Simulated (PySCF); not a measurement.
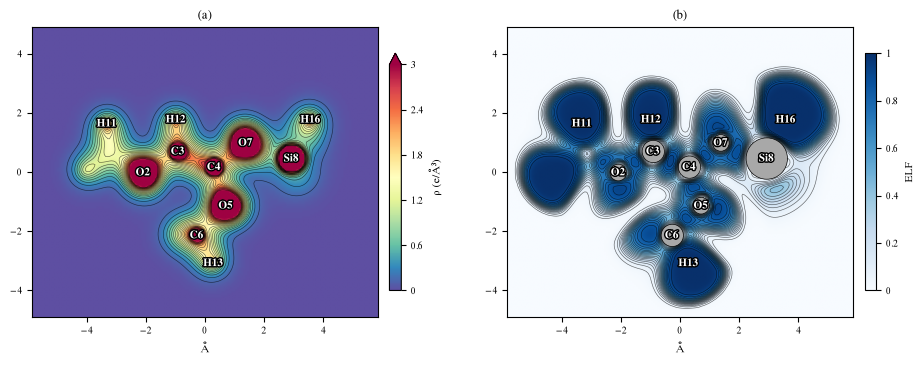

Figure 1: C4H10O3Si (SMILES CO/C=C(\OC)O[SiH3]). (a) electron density; (b) ELF on the plane of atoms C4, O7 and Si8. Grey discs cover the atomic cores in the ELF map.

Geometry: GFN2-xTB.

The calculation used PySCF, PBE0/pcSseg-1, SCF density, gas phase, non-relativistic.

```csv
atom,x (Å),y (Å),z (Å)
C,3.0437,0.0564,-0.3981
O,1.8449,-0.3831,0.1933
C,0.8738,0.5985,0.2732
C,-0.4434,0.3933,0.2501
O,-1.1480,-0.7647,0.1103
C,-0.4625,-1.9421,-0.2551
O,-1.2655,1.4376,0.4175
Si,-2.9026,1.3064,0.4576
H,3.7472,-0.7704,-0.3168
H,2.9019,0.3126,-1.4544
H,3.4460,0.9302,0.1267
H,1.2234,1.6139,0.4030
H,-1.2208,-2.7233,-0.2844
H,-0.0019,-1.8389,-1.2410
H,0.3090,-2.1938,0.4741
H,-3.1897,2.7197,0.6623
H,-3.3441,0.4573,1.5612
H,-3.4201,0.7969,-0.8110
```

Question: Describe what can be read from this map.

Answer: Atoms in the plane: O, C, Si and H.
C–C (1.33 Å): the density is about 2.3 e/Å³ at the midpoint; the ELF peaks at about 0.95 between the atoms; a short, multiple covalent bond.
C–O (1.34 Å): ρ at the midpoint is about 2.4 e/Å³; the ELF peaks at about 0.90 between the atoms: a shared but strongly polarised pair.
Si–O (1.64 Å): the density is about 1.1 e/Å³ at the midpoint; the ELF peaks at about 0.90 between the atoms, as expected for a polar covalent bond.
C–H (1.08 Å): ρ at the midpoint is about 2 e/Å³; the ELF climbs to about 1 towards the hydrogen, as it does in any bond to H: an ordinary covalent bond to hydrogen.
C–O (1.38 Å): ρ is about 2.2 e/Å³ halfway, with its minimum of 1.9 e/Å³ about 0.5 Å from C; the ELF peaks at about 0.90 between the atoms: a shared but strongly polarised pair.
The ELF also peaks beside O5 and O7, away from the bonds: lone-pair regions.
